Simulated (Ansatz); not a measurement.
# WC (triplet): from Hartree-Fock to the top rungs, def2-TZVPP

How much of the correlation energy of WC (triplet) does each wave-function method recover here?

Method: def2-TZVPP, core rule «outside noble gas», up to 5 orbitals frozen; program: Ansatz 0.2.0, Gaussian basis.

The runs, in order: UHF; CCSD(T) on ROHF; CCSD(T) on UHF; CCSDT(Q) on ROHF; CCSDT(Q) on UHF.

8 further runs of the same task are left out: 4 for a known fault of the program, 4 set aside as unsound or not needed.

## 1. The system

The geometry is a PBE0/def2-TZVP stationary point (not a proven minimum) of the parent state, kept for this charge and spin. No spin-orbit coupling is included. Elements past krypton take def2 core potentials.

2 atoms, charge 0, spin multiplicity 3.

Atoms are counted from 1 here; the program's logs count them from 0.

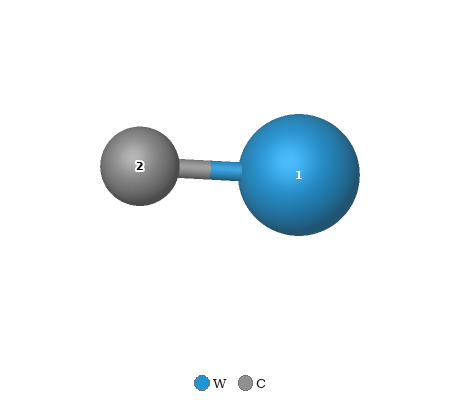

The geometry (tungsten blue, carbon grey); atoms are numbered from 1 in the order of the file.

In the tables R marks a restricted open-shell determinant and U an unrestricted one; energies count from the table's Hartree-Fock row.

## 2. UHF

in.yaml

```yaml
crystal:
  periodic: [false, false, false]
  atoms:
    - {symbol: W, position_ang: [0.000000, 0.000000, 0.000000]}
    - {symbol: C, position_ang: [0.000000, 0.000000, 1.708732]}
basis:
  gaussian: {orbitals: def2-TZVPP}
magnetization: {spin_polarized: true, initial_magnetization: 2}
hamiltonian: {xc: hf}
output: {orbitals: {seedname: orbitals}}
```

The run is started by

```sh
$ ansatz run in.yaml --threads 1 --pin off --events-out ev --progress --plain --max-ram 4096MiB --backend cpu
```

The log of the run:

```text
Functional definition: HF
  name "HF"
  cite "Fock, Z. Phys. 61, 126 (1930) doi:10.1007/BF01340294"
  parent pbe
  exchange = exact_x
  correlation = 0
755 factors; their error is unknown
mean field evaluation 1: about -2822.5199 eV, gradient 4.3e1 eV
mean field evaluation 2: about -2809.4310 eV, gradient 6.6e1 eV
mean field evaluation 4: about -2831.2243 eV, gradient 1.5e0 eV
mean field evaluation 8: about -2831.3233 eV, gradient 1.2e0 eV
mean field evaluation 16: about -2832.0257 eV, gradient 2.4e-4 eV
mean field evaluation 32: about -2774.2226 eV, gradient 6.6e2 eV
mean field evaluation 64: about -2831.9392 eV, gradient 7.0e-1 eV
mean field evaluation 96: about -2830.3103 eV, gradient 1.9e-2 eV
mean field evaluation 128: about -2827.1506 eV, gradient 3.5e0 eV
mean field evaluation 160: about -2830.7152 eV, gradient 1.2e0 eV
mean field evaluation 192: about -2831.8638 eV, gradient 5.9e0 eV
mean field evaluation 224: about -2831.1368 eV, gradient 2.8e0 eV
mean field evaluation 256: about -2830.1396 eV, gradient 3.8e0 eV
mean field evaluation 288: about -2832.1409 eV, gradient 7.2e0 eV
mean field evaluation 320: about -2829.3204 eV, gradient 1.5e0 eV
mean field evaluation 352: about -2829.9159 eV, gradient 1.5e0 eV
mean field evaluation 384: about -2828.0529 eV, gradient 4.7e0 eV
mean field evaluation 416: about -2829.2259 eV, gradient 1.1e0 eV
mean field -2832.57296038 eV, -104.0951363072 hartree, gradient 2.3e-6 eV, S^2 3.863268; 15 other end points of the search recorded, 0 dependent functions left out
reference -2832.57296038 eV, -104.0951363072 hartree; 11, 9 occupied and 76, 78 virtual orbitals, 755 factors
Total energy: -2832.57296038 eV, -104.0951363072 hartree
```

Run time: 9.5 s. Hardware: 1 thread of AMD EPYC 7R13, shared host.

From the report: ⟨S²⟩ of the determinant 3.863 (pure triplet: 2.00). The determinant is far from a pure spin state, so its energy mixes those of several spin states (harmless only where they are near-degenerate, as at dissociation).

## 3. CCSD(T) on ROHF

in.yaml

```yaml
crystal:
  periodic: [false, false, false]
  atoms:
    - {symbol: W, position_ang: [0.000000, 0.000000, 0.000000]}
    - {symbol: C, position_ang: [0.000000, 0.000000, 1.708732]}
basis:
  gaussian: {orbitals: def2-TZVPP}
magnetization: {spin_polarized: false, initial_magnetization: 2}
correlation: {method: ccsd_t, electrons: outside_noble_gas}
```

Same command.

The log of the run, cut to the lines that bear on the results:

```text
Functional definition: HF
  name "HF"
  cite "Fock, Z. Phys. 61, 126 (1930) doi:10.1007/BF01340294"
  parent pbe
[...]
569 factors; integrals over basis functions are off by at most 1.1e-3 eV
[...]
mean field -2831.18696945 eV, -104.0442020799 hartree, gradient 6.2e-6 eV, S^2 2.000000; 25 other end points of the search recorded, 0 dependent functions left out
[...]
determinant -2831.18696945 eV, -104.0442020799 hartree, with singles and doubles -2840.32441518 eV, -104.3799970169 hartree
determinant -2830.64597821 eV, -104.0243210185 hartree, with singles and doubles -2839.86161780 eV, -104.3629895267 hartree
determinant -2830.62492362 eV, -104.0235472765 hartree, with singles and doubles -2840.15374617 eV, -104.3737250463 hartree
determinant -2830.10707830 eV, -104.0045168120 hartree, with singles and doubles -2839.58484100 eV, -104.3528181670 hartree
[...]
determinant -2831.18696945 eV, -104.0442020799 hartree, with singles and doubles -2840.22911580 eV, -104.3764948290 hartree
determinant -2830.64597821 eV, -104.0243210185 hartree, with singles and doubles -2840.19660011 eV, -104.3752998997 hartree
determinant -2830.62492362 eV, -104.0235472765 hartree, with singles and doubles -2840.18539113 eV, -104.3748879774 hartree
unrestricted determinant -2832.57301611 eV, -104.0951383549 hartree, S^2 3.8633
5 core orbitals not correlated: weight in the atoms' cores, before any rotation towards them, 0.992 or more for the frozen orbitals, at most 0.005 for the correlated occupied ones
reference -2831.18696945 eV, -104.0442020799 hartree; 6, 4 occupied and 76, 78 virtual orbitals, 569 factors
second order -9.93466054 eV of doubles, -0.03001690 eV of singles
cycle   1  -9.04215168 eV  change   -5.3e-6 eV  update   6.3e-6
perturbative correction -0.71296338 eV, -0.0262009208 hartree
Total energy: -2840.94208451 eV, -104.4026959461 hartree
```

Wall time 66 s (1 thread of AMD EPYC 7R13, shared host); peak memory 0.47 GiB.

From the report: correlation -9.7551 eV; T1 0.048; largest double amplitude 0.06.

## 4. CCSD(T) on UHF

in.yaml, as its differences from that of step 3:

```diff
@@ -7,3 +7,3 @@
   gaussian: {orbitals: def2-TZVPP}
-magnetization: {spin_polarized: false, initial_magnetization: 2}
+magnetization: {spin_polarized: true, initial_magnetization: 2}
 correlation: {method: ccsd_t, electrons: outside_noble_gas}
```

The command is unchanged.

The log of the run, cut to the lines that bear on the results:

```text
Functional definition: HF
  name "HF"
  cite "Fock, Z. Phys. 61, 126 (1930) doi:10.1007/BF01340294"
  parent pbe
[...]
569 factors; integrals over basis functions are off by at most 1.1e-3 eV
[...]
mean field -2832.57301611 eV, -104.0951383549 hartree, gradient 2.4e-6 eV, S^2 3.863266; 30 other end points of the search recorded, 0 dependent functions left out
determinant -2832.57301611 eV, -104.0951383549 hartree, with singles and doubles -2839.88354137 eV, -104.3637952031 hartree
determinant -2832.02577084 eV, -104.0750274623 hartree, with singles and doubles -2840.23953108 eV, -104.3768775838 hartree
determinant -2831.44169029 eV, -104.0535628982 hartree, with singles and doubles -2838.90352055 eV, -104.3277801023 hartree
determinant -2830.90466337 eV, -104.0338275228 hartree, with singles and doubles -2838.95579191 eV, -104.3297010393 hartree
[...]
determinant -2829.76907875 eV, -103.9920955578 hartree, with singles and doubles -2836.27193524 eV, -104.2310711258 hartree
determinant -2829.44288432 eV, -103.9801081334 hartree, with singles and doubles -2836.06348314 eV, -104.2234106526 hartree
determinant -2832.57301611 eV, -104.0951383549 hartree, with singles and doubles -2839.96406857 eV, -104.3667545233 hartree
determinant -2832.02577084 eV, -104.0750274623 hartree, with singles and doubles -2840.29932807 eV, -104.3790750826 hartree
5 core orbitals not correlated: weight in the atoms' cores, before any rotation towards them, 0.988 or more for the frozen orbitals, at most 0.008 for the correlated occupied ones
reference -2832.02577084 eV, -104.0750274623 hartree; 6, 4 occupied and 76, 78 virtual orbitals, 569 factors
second order -7.27299431 eV of doubles, -0.00000000 eV of singles
cycle   1  -8.27355502 eV  change    2.2e-6 eV  update   5.7e-6
perturbative correction -0.61706220 eV, -0.0226766174 hartree
Total energy: -2840.91638805 eV, -104.4017516186 hartree
```

It took 60 s on 1 thread of AMD EPYC 7R13, shared host; peak memory 0.47 GiB.

From the report: ⟨S²⟩ of the determinant 3.081 (pure triplet: 2.00); correlation -8.8906 eV; T1 0.117; largest double amplitude 0.07. The determinant is far from a pure spin state, so its energy mixes those of several spin states (harmless only where they are near-degenerate, as at dissociation).

## 5. CCSDT(Q) on ROHF

in.yaml

```yaml
crystal:
  periodic: [false, false, false]
  atoms:
    - {symbol: W, position_ang: [0.000000, 0.000000, 0.000000]}
    - {symbol: C, position_ang: [0.000000, 0.000000, 1.708732]}
basis:
  gaussian: {orbitals: def2-TZVPP}
magnetization: {spin_polarized: false, initial_magnetization: 2}
correlation: {method: ccsdt_q, electrons: outside_noble_gas}
```

The run is started by

```sh
$ ansatz run in.yaml --threads 2 --pin off --events-out ev --progress --plain --max-ram 24576MiB --backend cuda --devices 0, --max-vram 18GiB
```

The log of the run, cut to the lines that bear on the results:

```text
Functional definition: HF
  name "HF"
  cite "Fock, Z. Phys. 61, 126 (1930) doi:10.1007/BF01340294"
  parent pbe
[...]
1062 factors; integrals over basis functions are off by at most 2.5e-7 eV
[...]
mean field -2831.18697494 eV, -104.0442022815 hartree, gradient 6.2e-6 eV, S^2 2.000000; 25 other end points of the search recorded, 0 dependent functions left out
[...]
determinant -2831.18697494 eV, -104.0442022815 hartree, with singles and doubles -2840.32406731 eV, -104.3799842327 hartree
determinant -2830.64598281 eV, -104.0243211875 hartree, with singles and doubles -2839.86111503 eV, -104.3629710502 hartree
determinant -2830.62492854 eV, -104.0235474575 hartree, with singles and doubles -2840.15175324 eV, -104.3736518077 hartree
determinant -2830.10708491 eV, -104.0045170550 hartree, with singles and doubles -2839.58484201 eV, -104.3528182041 hartree
[...]
determinant -2831.18697494 eV, -104.0442022815 hartree, with singles and doubles -2840.22911333 eV, -104.3764947384 hartree
determinant -2830.64598281 eV, -104.0243211875 hartree, with singles and doubles -2839.39846316 eV, -104.3459689079 hartree
determinant -2830.62492854 eV, -104.0235474575 hartree, with singles and doubles -2840.18536864 eV, -104.3748871509 hartree
[...]
unrestricted determinant -2832.57302002 eV, -104.0951384987 hartree, S^2 3.8633
5 core orbitals not correlated: weight in the atoms' cores, before any rotation towards them, 0.992 or more for the frozen orbitals, at most 0.005 for the correlated occupied ones
reference -2831.18697494 eV, -104.0442022815 hartree; 6, 4 occupied and 76, 78 virtual orbitals, 1062 factors
second order -9.93466193 eV of doubles, -0.03001684 eV of singles
cycle   1  -8.13076411 eV  change     1.8e0 eV  update   2.1e-1
[...]
cycle  27  -9.72510480 eV  change    1.6e-7 eV  update   6.2e-7
perturbative correction -0.12577719 eV, -0.0046222267 hartree
Total energy: -2841.03785693 eV, -104.4062155177 hartree
```

Run time: 79 s. Hardware: 1 × H100 (card shared with other runs) with 2 threads of AMD EPYC 7R13, shared host; peak host memory 0.97 GiB.

From the report: correlation -9.8509 eV; T1 0.051; largest double amplitude 0.07.

## 6. CCSDT(Q) on UHF

in.yaml, as its differences from that of step 5:

```diff
@@ -7,3 +7,3 @@
   gaussian: {orbitals: def2-TZVPP}
-magnetization: {spin_polarized: false, initial_magnetization: 2}
+magnetization: {spin_polarized: true, initial_magnetization: 2}
 correlation: {method: ccsdt_q, electrons: outside_noble_gas}
```

Launched as before.

The log of the run, cut to the lines that bear on the results:

```text
Functional definition: HF
  name "HF"
  cite "Fock, Z. Phys. 61, 126 (1930) doi:10.1007/BF01340294"
  parent pbe
[...]
1062 factors; integrals over basis functions are off by at most 2.5e-7 eV
[...]
mean field -2832.57302002 eV, -104.0951384987 hartree, gradient 2.4e-6 eV, S^2 3.863266; 30 other end points of the search recorded, 0 dependent functions left out
determinant -2832.57302002 eV, -104.0951384987 hartree, with singles and doubles -2839.88354107 eV, -104.3637951921 hartree
determinant -2832.02577534 eV, -104.0750276278 hartree, with singles and doubles -2840.23953076 eV, -104.3768775721 hartree
determinant -2831.44169515 eV, -104.0535630768 hartree, with singles and doubles -2838.90352194 eV, -104.3277801534 hartree
determinant -2830.90466747 eV, -104.0338276734 hartree, with singles and doubles -2838.95579702 eV, -104.3297012271 hartree
[...]
determinant -2829.44288939 eV, -103.9801083198 hartree, with singles and doubles -2836.06348350 eV, -104.2234106659 hartree
determinant -2832.57302002 eV, -104.0951384987 hartree, with singles and doubles -2839.96406435 eV, -104.3667543680 hartree
determinant -2832.02577534 eV, -104.0750276278 hartree, with singles and doubles -2840.29932227 eV, -104.3790748693 hartree
5 core orbitals not correlated: weight in the atoms' cores, before any rotation towards them, 0.988 or more for the frozen orbitals, at most 0.008 for the correlated occupied ones
reference -2832.02577534 eV, -104.0750276278 hartree; 6, 4 occupied and 76, 78 virtual orbitals, 1062 factors
second order -7.27299476 eV of doubles, -0.00000000 eV of singles
cycle   1  -6.97069672 eV  change    3.0e-1 eV  update   1.9e-1
[...]
cycle  28  -8.94542498 eV  change    5.3e-8 eV  update   8.2e-7
perturbative correction -0.11169551 eV, -0.0041047341 hartree
Total energy: -2841.08289582 eV, -104.4078706664 hartree
```

It took 70 s on 1 × H100 (card shared with other runs) with 2 threads of AMD EPYC 7R13, shared host; peak host memory 0.95 GiB.

From the report: ⟨S²⟩ of the determinant 3.081 (pure triplet: 2.00); correlation -9.0571 eV; T1 0.129; largest double amplitude 0.09. The determinant is far from a pure spin state, so its energy mixes those of several spin states (harmless only where they are near-degenerate, as at dissociation).

## 7. The ladder

No level here is safe as a reference; RCCSDT(Q) serves as a yardstick only. Rows without a time come out of other runs: HF, MP2 and CCSD of CCSD(T), CCSDT of CCSDT(Q).

| method | energy from the lowest RHF (meV) | from RCCSDT(Q) (meV) | time |
| --- | --- | --- | --- |
| RHF | 0.0 | +9850.9 |  |
| RMP2 | -9964.7 | -113.8 |  |
| UMP2 | -8111.8 | +1739.1 |  |
| RCCSD | -9042.2 | +808.7 |  |
| UCCSD | -9112.4 | +738.5 |  |
| RCCSD(T) | -9755.1 | +95.8 | 66 s |
| UCCSD(T) | -9729.4 | +121.5 | 60 s |
| RCCSDT | -9725.1 | +125.8 |  |
| UCCSDT | -9784.2 | +66.7 |  |
| RCCSDT(Q) | -9850.9 | 0 | 79 s (GPU) |
| UCCSDT(Q) | -9895.9 | -45.0 | 70 s (GPU) |

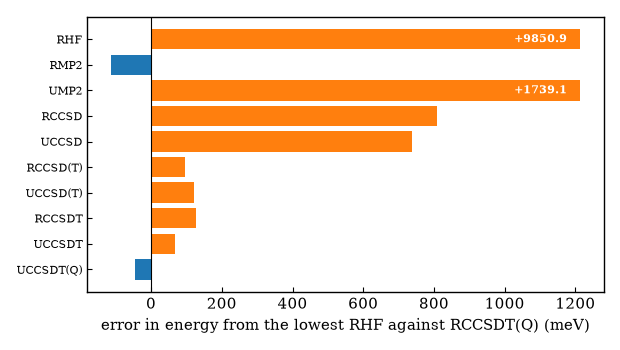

How far each level lands from RCCSDT(Q). Bars with a number in them are cut short.

Some runs used a GPU and others CPU threads alone; cost is compared among the CPU runs only.

Left out of the table: UHF (another determinant or state than the rows shown).

## 8. Summary of results

```
                      quantity        value
RCCSDT(Q) below the RHF energy   -9.8509 eV
           RMP2 from RCCSDT(Q)   -113.8 meV
           UMP2 from RCCSDT(Q)  +1739.1 meV
          RCCSD from RCCSDT(Q)   +808.7 meV
       RCCSD(T) from RCCSDT(Q)    +95.8 meV
       UCCSD(T) from RCCSDT(Q)   +121.5 meV
      UCCSDT(Q) from RCCSDT(Q)    -45.0 meV
                 T1 diagnostic        0.048
```

**Reading.** RCCSD(T) lands +95.8 meV from the yardstick (1.0 % of the correlation energy). CCSD(T) misses by +95.8 meV on the restricted determinant and by +121.5 meV on the unrestricted one; the two need not hold the same state or core. Coupled cluster took another determinant than the lowest Hartree-Fock one. Warnings: spin contamination; coupled cluster took another determinant than the lowest; large T1 diagnostic.
